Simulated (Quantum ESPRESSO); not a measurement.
**Commensurate spirals of MnS (Browneite)**

This program has no spiral boundary conditions, so spirals of MnS (Browneite) are built in supercells. What do they cost, in energy and in time?

Calculated with Quantum ESPRESSO 7.5; LDA; plane waves with GBRV 1.5 LDA potentials, no spin-orbit coupling, flat spiral in a supercell.

## 1. The structure

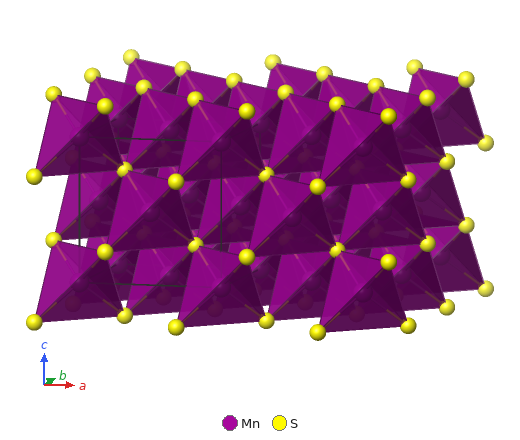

The cell as given, slightly off an axis (manganese purple, sulfur yellow). 2×2×1 cells are drawn. This picture shows the conventional cell, with its axes. Some periodic images of atoms are drawn too.

The cell comes from the Crystallography Open Database.

## 2. Parallel moments, one cell

pw.in

```
&CONTROL
  calculation = 'scf'
  prefix = 'pwscf'
  outdir = './tmp'
  pseudo_dir = './pseudo'
  disk_io = 'nowf'
/
&SYSTEM
  ibrav = 0
  nat = 2
  ntyp = 2
  ecutwfc = 34
  ecutrho = 238
  nbnd = 34
  occupations = 'smearing'
  smearing = 'fd'
  degauss = 0.00367493
  noncolin = .true.
  starting_magnetization(1) = 0.3
  angle1(1) = 90
  angle2(1) = 0
  starting_magnetization(2) = 0
/
&ELECTRONS
  conv_thr = 4d-09
  electron_maxstep = 150
  mixing_beta = 0.3
/
ATOMIC_SPECIES
Mn     54.9380 mn_lda_v1.5.uspp.F.UPF
S      32.0600 s_lda_v1.4.uspp.F.UPF
CELL_PARAMETERS angstrom
   0.0000000000    2.8000000000    2.8000000000
   2.8000000000    0.0000000000    2.8000000000
   2.8000000000    2.8000000000    0.0000000000
ATOMIC_POSITIONS crystal
Mn      0.0000000000    0.0000000000    0.0000000000
S       0.2500000000    0.2500000000    0.2500000000
K_POINTS automatic
4 4 12 0 0 0
```

Started as:

```bash
$ OMP_NUM_THREADS=1 mpirun -n 2 pw.x -nk 2 -in pw.in > pw.out
```

Log:

```text
Program PWSCF v.7.5 starts

     Message from routine setup:
     using ibrav=0 with symmetry is DISCOURAGED, use correct ibrav instead

     K-points division:     npool     =       2
     Subspace diagonalization in iterative solution of the eigenvalue problem:

     G-vector sticks info
     --------------------
     sticks:   dense  smooth     PW     G-vecs:    dense   smooth      PW
     Sum         925     517    163                18421     7823    1459

     Using Slab Decomposition

     bravais-lattice index     =            0
     lattice parameter (alat)  =       7.4829  a.u.
     unit-cell volume          =     296.2789 (a.u.)^3
     number of atoms/cell      =            2
     number of atomic types    =            2
     number of electrons       =        21.00
     number of Kohn-Sham states=           34
     kinetic-energy cutoff     =      34.0000  Ry
     charge density cutoff     =     238.0000  Ry
     scf convergence threshold =      4.0E-09
     mixing beta               =       0.3000
     number of iterations used =            8  plain     mixing
     Exchange-correlation=  SLA  PZ   NOGX NOGC
                           (   1   1   0   0   0   0   0)
     Noncollinear calculation without spin-orbit

     celldm(1)=   7.482934  celldm(2)=   0.000000  celldm(3)=   0.000000
     celldm(4)=   0.000000  celldm(5)=   0.000000  celldm(6)=   0.000000

     crystal axes: (cart. coord. in units of alat)
               a(1) = (   0.000000   0.707107   0.707107 )
               a(2) = (   0.707107   0.000000   0.707107 )
               a(3) = (   0.707107   0.707107   0.000000 )

     reciprocal axes: (cart. coord. in units 2 pi/alat)
               b(1) = ( -0.707107  0.707107  0.707107 )
               b(2) = (  0.707107 -0.707107  0.707107 )
               b(3) = (  0.707107  0.707107 -0.707107 )

     PseudoPot. # 1 for Mn read from file:
     mn_lda_v1.5.uspp.F.UPF
     Pseudo is Ultrasoft + core correction, Zval = 15.0
     Generated by new atomic code, or converted to UPF format
     Using radial grid of  859 points,  6 beta functions with:
                l(1) =   0
                l(2) =   0
                l(3) =   1
                l(4) =   1
                l(5) =   2
                l(6) =   2
     Q(r) pseudized with  8 coefficients,  rinner =    0.950   0.950   0.950
                                                       0.950   0.950

     PseudoPot. # 2 for S  read from file:
     s_lda_v1.4.uspp.F.UPF
     Pseudo is Ultrasoft + core correction, Zval =  6.0
     Generated by new atomic code, or converted to UPF format
     Using radial grid of  907 points,  6 beta functions with:
                l(1) =   0
                l(2) =   0
                l(3) =   1
                l(4) =   1
                l(5) =   2
                l(6) =   2
     Q(r) pseudized with  8 coefficients,  rinner =    1.300   1.300   1.300
                                                       1.300   1.300

     atomic species   valence    mass     pseudopotential
     Mn               15.00    54.93800     Mn( 1.00)
     S                 6.00    32.06000     S ( 1.00)

      8 Sym. Ops. (no inversion) found

   Cartesian axes

     site n.     atom                  positions (alat units)
         1        Mn     tau(   1) = (   0.0000000   0.0000000   0.0000000  )
         2        S      tau(   2) = (   0.3535534   0.3535534   0.3535534  )

     number of k points=    80  Fermi-Dirac smearing, width (Ry)=  0.0037
                       cart. coord. in units 2pi/alat
        k(    1) = (   0.0000000   0.0000000   0.0000000), wk =   0.0052083
        k(    2) = (   0.0589256   0.0589256  -0.0589256), wk =   0.0104167
        k(    3) = (   0.1178511   0.1178511  -0.1178511), wk =   0.0104167
        k(    4) = (   0.1767767   0.1767767  -0.1767767), wk =   0.0416667
        k(    5) = (   0.2357023   0.2357023  -0.2357023), wk =   0.0104167
        [... 75 further k-points ...]

     Dense  grid:    18421 G-vectors     FFT dimensions: (  40,  40,  40)

     Smooth grid:     7823 G-vectors     FFT dimensions: (  27,  27,  27)

     Check: negative core charge=   -0.000019
     Generating pointlists ...
     new r_m :   0.2526 (alat units)  1.8902 (a.u.) for type    1
     new r_m :   0.2526 (alat units)  1.8902 (a.u.) for type    2

     Initial potential from superposition of free atoms

     starting charge      20.4999, renormalised to      21.0000

 ==============================================================================
     atom number    1 relative position :    0.0000   0.0000   0.0000
     charge :    13.217851  (integrated on a sphere of radius 0.253)
     magnetization :          3.913124    0.000000    0.000000
     magnetization/charge:    0.296048    0.000000    0.000000
     polar coord.: r, theta, phi [deg] :     3.913124   90.000000    0.000000

 ==============================================================================

 ==============================================================================
     atom number    2 relative position :    0.3536   0.3536   0.3536
     charge :     4.071242  (integrated on a sphere of radius 0.253)
     magnetization :          0.052611    0.000000    0.000000
     magnetization/charge:    0.012923    0.000000    0.000000
     polar coord.: r, theta, phi [deg] :     0.052611   90.000000    0.000000

 ==============================================================================
     Starting wfcs are   34 randomized atomic wfcs

     Self-consistent Calculation

     iteration #  1     ecut=    34.00 Ry     beta= 0.30
     Davidson diagonalization with overlap
     ethr =  1.00E-02,  avg # of iterations =  4.5

     total energy              =    -235.10925763 Ry
     estimated scf accuracy    <       0.73713980 Ry

     total magnetization       =     4.35     0.00    -0.00 Bohr mag/cell
     absolute magnetization    =     4.35 Bohr mag/cell

     iteration #  2     ecut=    34.00 Ry     beta= 0.30
     Davidson diagonalization with overlap
     ethr =  3.51E-03,  avg # of iterations =  2.2

     total energy              =    -235.28337774 Ry
     estimated scf accuracy    <       0.06569463 Ry

     total magnetization       =     4.50    -0.00     0.00 Bohr mag/cell
     absolute magnetization    =     4.50 Bohr mag/cell

     iteration #  3     ecut=    34.00 Ry     beta= 0.30
     Davidson diagonalization with overlap
     ethr =  3.13E-04,  avg # of iterations =  2.0

     total energy              =    -235.29486764 Ry
     estimated scf accuracy    <       0.00973437 Ry

     total magnetization       =     4.67     0.00    -0.00 Bohr mag/cell
     absolute magnetization    =     4.67 Bohr mag/cell

     [... further iterations left out ...]

     iteration # 15     ecut=    34.00 Ry     beta= 0.30
     Davidson diagonalization with overlap
     ethr =  4.32E-09,  avg # of iterations =  1.0

     total energy              =    -235.29634463 Ry
     estimated scf accuracy    <       0.00000316 Ry

     total magnetization       =     4.72     0.00     0.00 Bohr mag/cell
     absolute magnetization    =     4.72 Bohr mag/cell

     iteration # 16     ecut=    34.00 Ry     beta= 0.30
     Davidson diagonalization with overlap
     ethr =  4.32E-09,  avg # of iterations =  1.0

     total energy              =    -235.29634420 Ry
     estimated scf accuracy    <       0.00000219 Ry

     total magnetization       =     4.72    -0.00     0.00 Bohr mag/cell
     absolute magnetization    =     4.72 Bohr mag/cell

     iteration # 17     ecut=    34.00 Ry     beta= 0.30
     Davidson diagonalization with overlap
     ethr =  4.32E-09,  avg # of iterations =  1.6

     total energy              =    -235.29634390 Ry
     estimated scf accuracy    <       0.00000079 Ry

     total magnetization       =     4.72     0.00     0.00 Bohr mag/cell
     absolute magnetization    =     4.72 Bohr mag/cell

     iteration # 18     ecut=    34.00 Ry     beta= 0.30
     Davidson diagonalization with overlap
     ethr =  3.78E-09,  avg # of iterations =  2.0

 ==============================================================================
     atom number    1 relative position :    0.0000   0.0000   0.0000
     charge :    12.957688  (integrated on a sphere of radius 0.253)
     magnetization :          4.017813    0.000000    0.000000
     magnetization/charge:    0.310072    0.000000    0.000000
     polar coord.: r, theta, phi [deg] :     4.017813   90.000000    0.000000

 ==============================================================================

 ==============================================================================
     atom number    2 relative position :    0.3536   0.3536   0.3536
     charge :     4.174780  (integrated on a sphere of radius 0.253)
     magnetization :          0.117019   -0.000000    0.000000
     magnetization/charge:    0.028030   -0.000000    0.000000
     polar coord.: r, theta, phi [deg] :     0.117019   90.000000   -0.000000

 ==============================================================================

     End of self-consistent calculation

     [... lines left out ...]
     the Fermi energy is     6.9543 ev

!    total energy              =    -235.29634405 Ry
     estimated scf accuracy    <          7.0E-10 Ry
     smearing contrib. (-TS)   =      -0.00095548 Ry
     internal energy E=F+TS    =    -235.29538857 Ry

     The total energy is F=E-TS. E is the sum of the following terms:
     one-electron contribution =    -158.27301394 Ry
     hartree contribution      =      84.39634584 Ry
     xc contribution           =     -34.69991612 Ry
     ewald contribution        =    -126.71880435 Ry

     total magnetization       =     4.72    -0.00     0.00 Bohr mag/cell
     absolute magnetization    =     4.72 Bohr mag/cell

     convergence has been achieved in  18 iterations

=------------------------------------------------------------------------------=
   JOB DONE.
=------------------------------------------------------------------------------=
```

Run time: 79 s. Hardware: 2 MPI ranks of Intel Xeon Platinum 8375C at 2.90GHz (Ice Lake), shared host; peak memory 0.29 GiB; 2.6 min of CPU time.

Spin moment in the atom's sphere by atom:

| atom | x (μB) | y (μB) | z (μB) | size |
| --- | --- | --- | --- | --- |
| Mn1 | 4.02 | 0.00 | 0.00 | 4.02 |
| S2 | 0.12 | 0.00 | 0.00 | 0.12 |

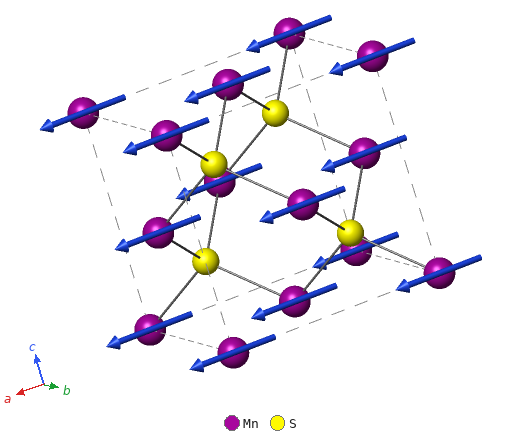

Spin moment in the atom's sphere as arrows, the longest 4.02 μB. Bonds to atoms that aren't drawn are left out. Some periodic images of atoms are drawn too.

Read from the output:

```
smearing term TS       : 0.01300 eV
magnetization          : 4.725, 0, 0 μB
absolute magnetization : 4.725 μB
final state            : ferromagnetic
```

## 3. One turn in 2 cells along the input cell's c

Neighbouring cells are turned by 180° in the xy plane; the cell holds 4 atoms.

pw.in

```
&CONTROL
  calculation = 'scf'
  prefix = 'pwscf'
  outdir = './tmp'
  pseudo_dir = './pseudo'
  disk_io = 'nowf'
/
&SYSTEM
  ibrav = 0
  nat = 4
  ntyp = 4
  ecutwfc = 34
  ecutrho = 238
  nbnd = 60
  occupations = 'smearing'
  smearing = 'fd'
  degauss = 0.00367493
  noncolin = .true.
  starting_magnetization(1) = 0.3
  angle1(1) = 90
  angle2(1) = 0
  starting_magnetization(2) = 0.3
  angle1(2) = 90
  angle2(2) = 180
  starting_magnetization(3) = 0
  starting_magnetization(4) = 0
/
&ELECTRONS
  conv_thr = 8d-09
  electron_maxstep = 150
  mixing_beta = 0.3
/
ATOMIC_SPECIES
Mn1    54.9380 mn_lda_v1.5.uspp.F.UPF
Mn2    54.9380 mn_lda_v1.5.uspp.F.UPF
S1     32.0600 s_lda_v1.4.uspp.F.UPF
S2     32.0600 s_lda_v1.4.uspp.F.UPF
CELL_PARAMETERS angstrom
   0.0000000000    2.8000000000    2.8000000000
   2.8000000000    0.0000000000    2.8000000000
   5.6000000000    5.6000000000    0.0000000000
ATOMIC_POSITIONS crystal
Mn1     0.0000000000    0.0000000000    0.0000000000
Mn2     0.0000000000    0.0000000000    0.5000000000
S1      0.2500000000    0.2500000000    0.1250000000
S2      0.2500000000    0.2500000000    0.6250000000
K_POINTS automatic
4 4 6 0 0 0
```

Log:

```text
     [... lines left out ...]
Program PWSCF v.7.5 starts
     [... lines left out ...]
     number of atoms/cell      =            4
     [... lines left out ...]
     number of electrons       =        42.00
     number of Kohn-Sham states=           60
     kinetic-energy cutoff     =      34.0000  Ry
     charge density cutoff     =     238.0000  Ry
     scf convergence threshold =      8.0E-09
     [... lines left out ...]
     Noncollinear calculation without spin-orbit
     [... lines left out ...]
      2 Sym. Ops. (no inversion) found
     [... lines left out ...]
     number of k points=    52  Fermi-Dirac smearing, width (Ry)=  0.0037
     [... lines left out ...]
     iteration # 11     ecut=    34.00 Ry     beta= 0.30
     [... lines left out ...]
     atom number    1 relative position :    0.0000   0.0000   0.0000
     [... lines left out ...]
     magnetization :          3.930204    0.000049   -0.000049
     [... lines left out ...]
     atom number    2 relative position :    0.7071   0.7071   0.0000
     [... lines left out ...]
     magnetization :         -3.930188   -0.000042    0.000042
     [... lines left out ...]
     atom number    3 relative position :    0.3536   0.3536   0.3536
     [... lines left out ...]
     magnetization :          0.068258    0.000001   -0.000001
     [... lines left out ...]
     atom number    4 relative position :    1.0607   1.0607   0.3536
     [... lines left out ...]
     magnetization :         -0.068262   -0.000001    0.000001
     [... lines left out ...]
     the Fermi energy is     7.0362 ev
!    total energy              =    -470.62797153 Ry
     estimated scf accuracy    <          6.8E-09 Ry
     smearing contrib. (-TS)   =      -0.00002795 Ry
     [... lines left out ...]
     total magnetization       =    -0.00     0.00    -0.00 Bohr mag/cell
     absolute magnetization    =     8.96 Bohr mag/cell
     convergence has been achieved in  11 iterations
```

Wall time 2.5 min (2 MPI ranks); peak memory 0.53 GiB.

Spin moment in the atom's sphere by atom:

| atom | x (μB) | y (μB) | z (μB) | size |
| --- | --- | --- | --- | --- |
| Mn1 | 3.93 | 0.00 | 0.00 | 3.93 |
| Mn2 | -3.93 | 0.00 | 0.00 | 3.93 |
| S3 | 0.07 | 0.00 | 0.00 | 0.07 |
| S4 | -0.07 | 0.00 | 0.00 | 0.07 |

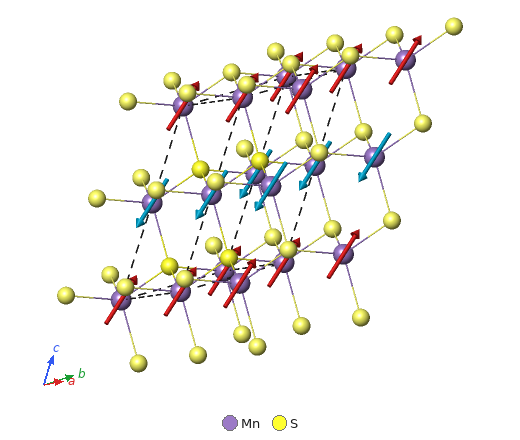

Spin moment in the atom's sphere as arrows, the longest 3.93 μB. The two directions have two colours. 2×1×1 cells are drawn. Some periodic images of atoms are drawn too.

Read from the output:

| Item | Value |
| --- | --- |
| smearing term TS | 3.80e-4 eV |
| magnetization | 0, 0, 0 μB |
| absolute magnetization | 8.955 μB |
| final state | antiferromagnetic |

## 4. One turn in 3 cells along the input cell's c

Neighbouring cells are turned by 120° in the xy plane; the cell holds 6 atoms.

pw.in

```
&CONTROL
  calculation = 'scf'
  prefix = 'pwscf'
  outdir = './tmp'
  pseudo_dir = './pseudo'
  disk_io = 'nowf'
/
&SYSTEM
  ibrav = 0
  nat = 6
  ntyp = 6
  ecutwfc = 34
  ecutrho = 238
  nbnd = 84
  occupations = 'smearing'
  smearing = 'fd'
  degauss = 0.00367493
  noncolin = .true.
  starting_magnetization(1) = 0.3
  angle1(1) = 90
  angle2(1) = 0
  starting_magnetization(2) = 0.3
  angle1(2) = 90
  angle2(2) = 120
  starting_magnetization(3) = 0.3
  angle1(3) = 90
  angle2(3) = -120
  starting_magnetization(4) = 0
  starting_magnetization(5) = 0
  starting_magnetization(6) = 0
/
&ELECTRONS
  conv_thr = 1.2d-08
  electron_maxstep = 150
  mixing_beta = 0.3
/
ATOMIC_SPECIES
Mn1    54.9380 mn_lda_v1.5.uspp.F.UPF
Mn2    54.9380 mn_lda_v1.5.uspp.F.UPF
Mn3    54.9380 mn_lda_v1.5.uspp.F.UPF
S1     32.0600 s_lda_v1.4.uspp.F.UPF
S2     32.0600 s_lda_v1.4.uspp.F.UPF
S3     32.0600 s_lda_v1.4.uspp.F.UPF
CELL_PARAMETERS angstrom
   0.0000000000    2.8000000000    2.8000000000
   2.8000000000    0.0000000000    2.8000000000
   8.4000000000    8.4000000000    0.0000000000
ATOMIC_POSITIONS crystal
Mn1     0.0000000000    0.0000000000    0.0000000000
Mn2     0.0000000000    0.0000000000    0.3333333333
Mn3     0.0000000000    0.0000000000    0.6666666667
S1      0.2500000000    0.2500000000    0.0833333333
S2      0.2500000000    0.2500000000    0.4166666667
S3      0.2500000000    0.2500000000    0.7500000000
K_POINTS automatic
4 4 4 0 0 0
```

Log:

```text
     [... lines left out ...]
Program PWSCF v.7.5 starts
     [... lines left out ...]
     number of atoms/cell      =            6
     [... lines left out ...]
     number of electrons       =        63.00
     number of Kohn-Sham states=           84
     kinetic-energy cutoff     =      34.0000  Ry
     charge density cutoff     =     238.0000  Ry
     scf convergence threshold =      1.2E-08
     [... lines left out ...]
     Noncollinear calculation without spin-orbit
     [... lines left out ...]
     No symmetry found
     [... lines left out ...]
     number of k points=    64  Fermi-Dirac smearing, width (Ry)=  0.0037
     [... lines left out ...]
     iteration # 13     ecut=    34.00 Ry     beta= 0.30
     [... lines left out ...]
     atom number    1 relative position :    0.0000   0.0000   0.0000
     [... lines left out ...]
     magnetization :          3.967932    0.000085    0.000002
     [... lines left out ...]
     atom number    2 relative position :    0.7071   0.7071   0.0000
     [... lines left out ...]
     magnetization :         -1.983990    3.436313   -0.000000
     [... lines left out ...]
     atom number    3 relative position :    1.4142   1.4142   0.0000
     [... lines left out ...]
     magnetization :         -1.983878   -3.436375    0.000035
     [... lines left out ...]
     atom number    4 relative position :    0.3536   0.3536   0.3536
     [... lines left out ...]
     magnetization :          0.082772    0.023053    0.000000
     [... lines left out ...]
     atom number    5 relative position :    1.0607   1.0607   0.3536
     [... lines left out ...]
     magnetization :         -0.061349    0.060155    0.000000
     [... lines left out ...]
     atom number    6 relative position :    1.7678   1.7678   0.3536
     [... lines left out ...]
     magnetization :         -0.021421   -0.083210    0.000001
     [... lines left out ...]
     the Fermi energy is     7.0563 ev
!    total energy              =    -705.92888352 Ry
     estimated scf accuracy    <          5.1E-09 Ry
     smearing contrib. (-TS)   =      -0.00036017 Ry
     [... lines left out ...]
     total magnetization       =     0.00     0.00     0.00 Bohr mag/cell
     absolute magnetization    =    13.75 Bohr mag/cell
     convergence has been achieved in  13 iterations
```

Wall time 9.2 min (2 MPI ranks); peak memory 0.94 GiB.

Spin moment in the atom's sphere by atom:

| atom | x (μB) | y (μB) | z (μB) | size |
| --- | --- | --- | --- | --- |
| Mn1 | 3.97 | 0.00 | 0.00 | 3.97 |
| Mn2 | -1.98 | 3.44 | 0.00 | 3.97 |
| Mn3 | -1.98 | -3.44 | 0.00 | 3.97 |
| S4 | 0.08 | 0.02 | 0.00 | 0.09 |
| S5 | -0.06 | 0.06 | 0.00 | 0.09 |
| S6 | -0.02 | -0.08 | 0.00 | 0.09 |

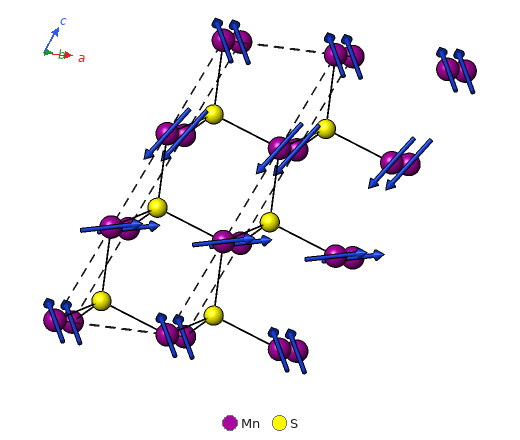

Spin moment in the atom's sphere as arrows, the longest 3.97 μB. Bonds to atoms that aren't drawn are left out. 2×1×1 cells are drawn. Some periodic images of atoms are drawn too.

This step gave:

- smearing term TS: 0.004900 eV
- magnetization: 0, 0, 0 μB
- absolute magnetization: 13.75 μB
- final state: non-collinear

[end of part 1 of 2]

[Logs and program files are shortened in this print: banners, set-up blocks, solver, clock and traceback lines can be left out without a mark of their own.]

[Logs are printed without paths, hosts, clocks, repeated set-up lines and the standing remarks that a program may print on its own settings, such as how far it seeks lower states.]

[Hosts, paths, dates, database ids (printed as entryN), source tags and the programs' standing remarks are cut or masked in the printed files.]

[Where a cell is said to come from a database of computed structures, the database is the Materials Project.]
